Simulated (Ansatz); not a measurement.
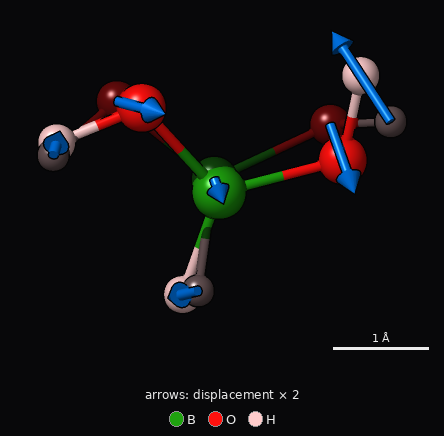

A relaxation of BH3O2. The starting structure is drawn faded, the final one solid; blue arrows show the displacements, magnified 2 times. The two geometries are superimposed by the best rigid fit.

A ball-and-stick model, seen at a tilt.

The run prepares the start of a later molecular dynamics calculation, from a guessed geometry.

Method: RKS PBE-D4/6-31G* (Ansatz).

Input
```yaml
crystal:
  periodic: [false, false, false]
  atoms:
    - { symbol: B, position_ang: [0.0, 0.0, 0.0] }
    - { symbol: O, position_ang: [0.0, 0.0, 1.41] }
    - { symbol: H, position_ang: [-0.9095, -0.2814, 1.7471] }
    - { symbol: O, position_ang: [1.2211, 0.0, -0.705] }
    - { symbol: H, position_ang: [1.5209, -0.9519, -0.8599] }
    - { symbol: H, position_ang: [-1.0305, 0.0, -0.595] }
basis:
  gaussian: { orbitals: "6-31G*" }
hamiltonian:
  xc: pbe
  dispersion: d4
relax:
  f_tol: 0.02
  max_steps: 40
output:
  orbitals: {}
```

Launched with:
```bash
ansatz run input.yaml --threads 1 --pin off --max-ram 2048MiB --backend cpu --events-out ev --progress --plain --runs-dir out
```

**Describe the change and its energy.**

The largest move after the best rigid fit is that of H5, 0.61 Å. Largest moves by element: H 0.61 Å, O 0.46 Å, B 0.17 Å. Some distances before and after: B1–O4 1.410 → 1.368 Å, O2–H3 1.010 → 0.975 Å, B1–O2 1.410 → 1.378 Å, O4–H5 1.010 → 0.980 Å. Bond angles that change, for instance: O2–B1–H6 120.0° → 122.9°, O4–B1–H6 120.0° → 117.7°. Groups turn about B1–O4 by about 90°. The energy falls by 15.8 kcal/mol in 7 accepted moves (8 points after the start). Largest force component: 1.4 eV/Å at the start, 0.0093 eV/Å at the end. The line search rejected the trial step at point 6 of the run.
